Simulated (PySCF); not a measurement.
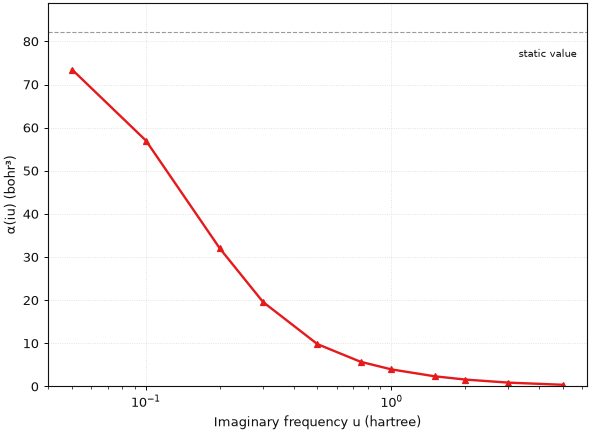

Dipole polarisability at imaginary frequency of an atom or ion with 24 electrons in the configuration [Ar] 3d⁴ 4s². Coupled response at the PBE level; PySCF, def2-QZVPPD, non-relativistic, unrestricted single determinants, no spin-orbit coupling.

Which species is it, and what does the curve give?

Answer. Neutral chromium. The static dipole polarisability is 82.3 bohr³; α(iu) falls to half of it near u = 0.16 hartree. The Casimir–Polder integral gives C₆ = 814 hartree bohr⁶ for two such species.
